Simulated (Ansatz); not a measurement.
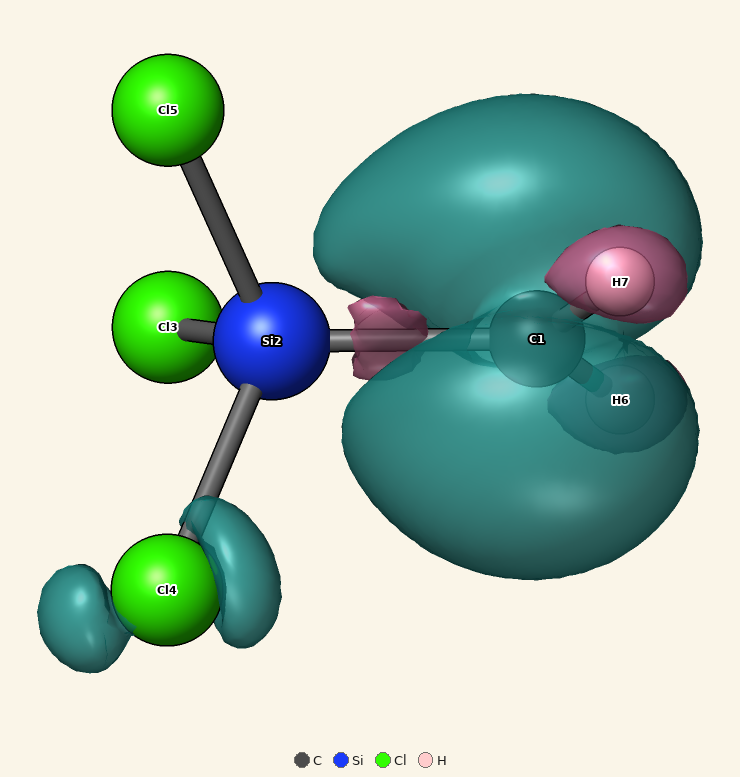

Figure. CH2Cl3Si (SMILES [CH2][Si](Cl)(Cl)Cl) (doublet). Isosurfaces of the spin density (α minus β) at +0.015 (teal) and −0.015 e/Å³ (pink), seen at an oblique angle.

Geometry: PBE0-D4/def2-TZVP.

All numbers below come from UKS PBE0-D4/def2-TZVPP (Ansatz).

```yaml
atoms:
  - { symbol: C, position_ang: [-0.2269, 0.7232, 0.8890] }
  - { symbol: Si, position_ang: [0.1460, -0.4022, -0.4872] }
  - { symbol: Cl, position_ang: [1.3254, -1.9314, 0.1562] }
  - { symbol: Cl, position_ang: [-1.5599, -1.2063, -1.2640] }
  - { symbol: Cl, position_ang: [1.1013, 0.6028, -1.9775] }
  - { symbol: H, position_ang: [-0.2905, 0.3710, 1.9126] }
  - { symbol: H, position_ang: [-0.4340, 1.7750, 0.7251] }
```

Where is the unpaired spin?

The unpaired spin (1 electron) lies mostly on C1 (about 0.8) and Si2 (about 0.1), in electrons by Hirshfeld's partition.
